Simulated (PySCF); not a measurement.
# UPBE/STO-3G run of BNH2 (SMILES B[N])

What is the energy change on altering one bond length of BNH2 at UPBE/STO-3G? Input form: a Python script.

Program for the calculation: PySCF 2.14.0.

11 further runs of the same task are left out: 4 that didn't finish, 7 set aside as unsound or not needed.

**1. The molecule**

BNH2 has 4 atoms, charge 0, and is taken as a triplet. As SMILES, `B[N]`. The shape is that of a GFN2-xTB optimisation.

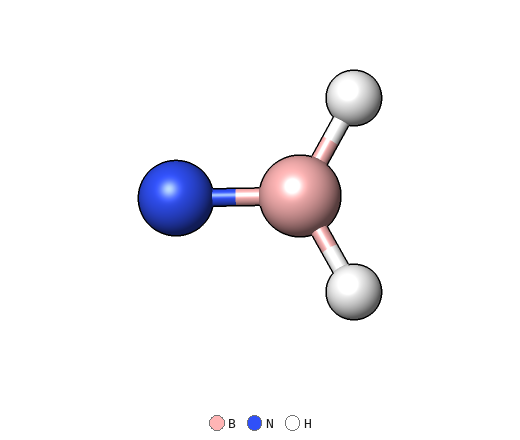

Viewed from a chosen angle; boron pink, nitrogen blue, hydrogen white.

**2. The energy at UPBE/STO-3G**

calc.py

```python
# B[N]
from pyscf import gto, dft

mol = gto.M(
    atom='B -0.035750 0.006580 -0.023930; N 1.041780 -0.191660 0.697680; H -1.056920 -0.473990 0.334600; H 0.050890 0.659060 -1.008340',
    basis='sto-3g',
    spin=2,
    max_memory=1860,
    verbose=4,
)

myscf = dft.UKS(mol, xc='pbe')
myscf.grids.level = 5
myscf.conv_tol = 1e-10
myscf.kernel()
if not myscf.converged:
    myscf = myscf.newton().run(myscf.mo_coeff, myscf.mo_occ)

e_tot = myscf.e_tot
print('E(%s) = %.9f' % ('PBE', e_tot))
```

On the command line:

```bash
OMP_NUM_THREADS=1 python calc.py
```

The program printed:

```text
PySCF version 2.14.0

[INPUT] num. atoms = 4
[INPUT] num. electrons = 14
[INPUT] charge = 0
[INPUT] spin (= nelec alpha-beta = 2S) = 2
[INPUT] symmetry False subgroup None
[INPUT] Mole.unit = angstrom
[INPUT] Symbol           X                Y                Z      unit          X                Y                Z       unit  Magmom
[INPUT]  1 B     -0.035750000000   0.006580000000  -0.023930000000 AA   -0.067557708953   0.012434397900  -0.045221146161 Bohr   0.0
[INPUT]  2 N      1.041780000000  -0.191660000000   0.697680000000 AA    1.968678882049  -0.362184909034   1.318424122587 Bohr   0.0
[INPUT]  3 H     -1.056920000000  -0.473990000000   0.334600000000 AA   -1.997289335575  -0.895711285783   0.632302361279 Bohr   0.0
[INPUT]  4 H      0.050890000000   0.659060000000  -1.008340000000 AA    0.096168162479   1.245442899656  -1.905486440444 Bohr   0.0

nuclear repulsion = 22.289479014901
number of shells = 8
number of NR pGTOs = 36
number of NR cGTOs = 12
basis = sto-3g
ecp = {}

******** <class 'pyscf.dft.uks.UKS'> ********
method = UKS
initial guess = minao
damping factor = 0
level_shift factor = 0
DIIS = <class 'pyscf.scf.diis.CDIIS'>
diis_start_cycle = 1
diis_space = 8
diis_damp = 0
SCF conv_tol = 1e-10
SCF conv_tol_grad = None
SCF max_cycles = 50
direct_scf = True
direct_scf_tol = 1e-13
number electrons alpha = 8  beta = 6
XC library pyscf.dft.libxc version 7.0.0
    S. Lehtola, C. Steigemann, M. J.T. Oliveira, and M. A.L. Marques.,  SoftwareX 7, 1–5 (2018)
XC functionals = pbe
    J. P. Perdew, K. Burke, and M. Ernzerhof.,  Phys. Rev. Lett. 77, 3865 (1996)
    J. P. Perdew, K. Burke, and M. Ernzerhof.,  Phys. Rev. Lett. 78, 1396 (1997)
    J. P. Perdew, K. Burke, and M. Ernzerhof.,  Phys. Rev. Lett. 77, 3865 (1996)
    J. P. Perdew, K. Burke, and M. Ernzerhof.,  Phys. Rev. Lett. 78, 1396 (1997)
radial grids:
    Treutler-Ahlrichs [JCP 102, 346 (1995); DOI:10.1063/1.469408] (M4) radial grids

becke partition: Becke, JCP 88, 2547 (1988); DOI:10.1063/1.454033
pruning grids: <function nwchem_prune>
grids dens level: 5
symmetrized grids: False
atomic radii adjust function: <function treutler_atomic_radii_adjust>
small_rho_cutoff = 0
Set gradient conv threshold to 1e-05
tot grids = 132352
init E= -79.5525722932029
[... the frontier-level lines of each cycle are left out ...]


cycle= 1 E= -79.4875512512069  delta_E= 0.065  |g|= 0.0977  |ddm|= 1.87


cycle= 2 E= -79.3940704578195  delta_E= 0.0935  |g|= 0.369  |ddm|= 1.37


cycle= 3 E= -79.4969378523802  delta_E= -0.103  |g|= 0.0139  |ddm|= 1.37


cycle= 4 E= -79.4970590145752  delta_E= -0.000121  |g|= 0.00664  |ddm|= 0.043


cycle= 5 E= -79.497100412056  delta_E= -4.14e-05  |g|= 0.00131  |ddm|= 0.0129


cycle= 6 E= -79.4971019545401  delta_E= -1.54e-06  |g|= 0.000238  |ddm|= 0.00275


cycle= 7 E= -79.4971020580384  delta_E= -1.03e-07  |g|= 6.68e-05  |ddm|= 0.00156


cycle= 8 E= -79.4971021271477  delta_E= -6.91e-08  |g|= 8.57e-05  |ddm|= 0.00198


cycle= 9 E= -79.4971020177693  delta_E= 1.09e-07  |g|= 1.37e-05  |ddm|= 0.00456


cycle= 10 E= -79.4971020173523  delta_E= 4.17e-10  |g|= 1.92e-05  |ddm|= 5.02e-05


cycle= 11 E= -79.4971020154016  delta_E= 1.95e-09  |g|= 4.63e-06  |ddm|= 0.000966


cycle= 12 E= -79.4971020152935  delta_E= 1.08e-10  |g|= 1.01e-07  |ddm|= 0.000185


cycle= 13 E= -79.4971020152934  delta_E= 1.28e-13  |g|= 1.03e-08  |ddm|= 3.17e-06


Extra cycle  E= -79.4971020152935  delta_E= -1.42e-13  |g|= 1.34e-08  |ddm|= 5.72e-08
converged SCF energy = -79.4971020152935  <S^2> = 2.0014083  2S+1 = 3.0009387
E(PBE) = -79.497102015
```

Wall time 3 s (1 thread of Arm Neoverse V1, shared host); peak memory 0.17 GiB.

**3. The distorted shape**

calc.py

```python
from pyscf import gto, dft

system = gto.Mole()
system.atom = '''
B     -3.732736     0.686740    -2.499751
N      1.968679    -0.362185     1.318424
H     -5.662468    -0.221406    -1.822227
H     -3.569010     1.919748    -4.360016
'''
system.verbose = 3
system.spin = 2
system.basis = 'sto-3g'
system.max_memory = 1860
system.unit = 'bohr'
system.build()

calc0 = dft.UKS(system)
calc0.xc = 'pbe'
calc0.conv_tol = 1e-10
calc0.grids.level = 5
calc0.kernel()
if not calc0.converged:
    calc0 = calc0.newton().run(calc0.mo_coeff, calc0.mo_occ)

e_tot = calc0.e_tot
print('E = %.10f Eh' % e_tot)
```

On the command line:

```bash
OMP_NUM_THREADS=1 python calc.py
```

The program printed:

```text
WARN: HOMO -0.142677841225541 >= LUMO -0.142687207348114

WARN: HOMO 0.163760878306058 >= LUMO -0.00617438409692467

WARN: HOMO -0.126528229318123 >= LUMO -0.230210332164336

WARN: HOMO -0.127821808386986 >= LUMO -0.228310251592456

WARN: HOMO -0.136286839543081 >= LUMO -0.211039933124929

WARN: HOMO -0.0293030913926601 >= LUMO -0.0760237894444072

converged SCF energy = -79.3457226623904  <S^2> = 2.9863553  2S+1 = 3.5979746
E = -79.3457226624 Eh
```

Wall time 4.5 s (1 thread of Arm Neoverse V1, shared host); peak memory 0.17 GiB.

**4. What came out**

At UPBE/STO-3G:

| quantity | value |
| --- | --- |
| first shape: total energy | -79.49710 Eh |
| first shape: dipole moment | 0.72 D |
| first shape: HOMO energy (highest over α and β) | -4.10 eV |
| first shape: ⟨S²⟩ | 2.001 |
| distorted shape: total energy | -79.34572 Eh |
| distorted shape: dipole moment | 0.01 D |
| distorted shape: HOMO energy (highest over α and β) | -2.52 eV |
| distorted shape: LUMO energy (lowest over α and β) | -0.43 eV |
| distorted shape: ⟨S²⟩ | 2.986 |
| energy change with the B1–N2 bond stretched from 1.312 to 3.673 Å | 4.119 eV |

**Reading.** With the B1–N2 bond stretched from 1.312 to 3.673 Å the energy rises by 4.12 eV (397 kJ/mol). The first shape isn't relaxed at this level, so the change isn't measured from a minimum. The minimal basis adds a large error of its own. Mulliken charges (first shape) run from -0.13 on N2 to +0.14 on B1; they depend strongly on the basis. ⟨S²⟩ (distorted shape) is 2.99 where a pure triplet has 2.00: the reference is spin-contaminated. Mulliken charges (distorted shape) run from -0.04 on H3 to +0.09 on B1; they depend strongly on the basis.
